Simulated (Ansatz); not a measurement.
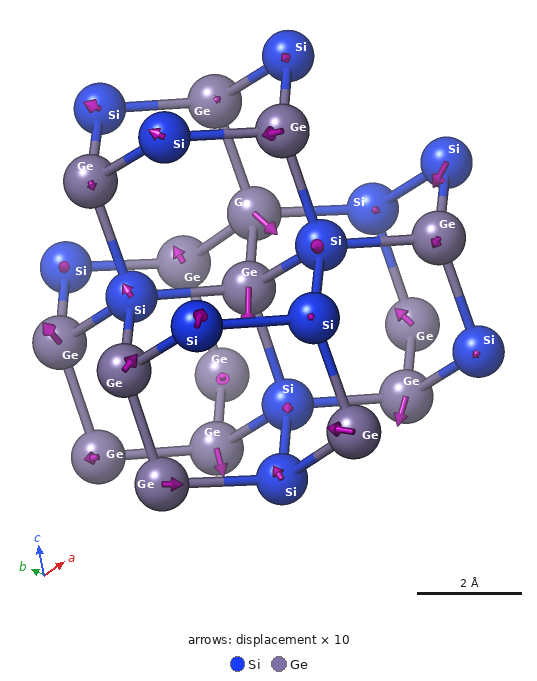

This is a relaxation of crystalline Si₅₆Ge₇₂ (a generated structure, set up in P1). The starting structure is drawn; purple arrows show the displacements, 10 times their true length.

Style: ball-and-stick. Shown: the atoms within 5.0 Å of the atom that moves most (axes of the cell of the calculation), slightly off an axis.

All numbers below come from Ansatz, DFT, PBEsol, PAW, plane waves. Set-up: plane-wave cutoff 420 eV; k-point mesh 1 × 1 × 1; mesh shifted by (0.5, 0.5, 0.5); no spin polarisation; cell relaxed at fixed shape; force threshold 0.03 eV/Å; at most 80 steps.

> What happened in the run?

After 3 geometry steps the energy has fallen by 1.685 eV per cell of the calculation. Largest force component: 1 eV/Å at the start, 0.025 eV/Å at the end. The pressure goes from −0.38 to −0.04 GPa. The atom that moves furthest relative to the cell is a Ge atom (0.090 Å along [−1 0 −3]). By element the largest moves are Ge 0.090 Å, Si 0.074 Å. Cell: a = b = c 15.751 → 15.720 Å (−0.2 %). Volume −0.6 %. Among the contacts that change: Si–Si 2.430 → 2.362 Å, Ge–Ge 2.395 → 2.461 Å, Ge–Si 2.447 → 2.386 Å, Ge–Ge 2.377 → 2.435 Å. Bond angles that change, for instance: Ge–Si–Ge 110.7° → 107.3°, Ge–Ge–Ge 111.7° → 108.3°, Si–Ge–Si 107.6° → 110.7°. The space group stays P1 (No. 1). The run took 6.7 s on 1 × NVIDIA GB200 with 8 threads of Arm Neoverse-V2, peak memory 2.6 GiB.
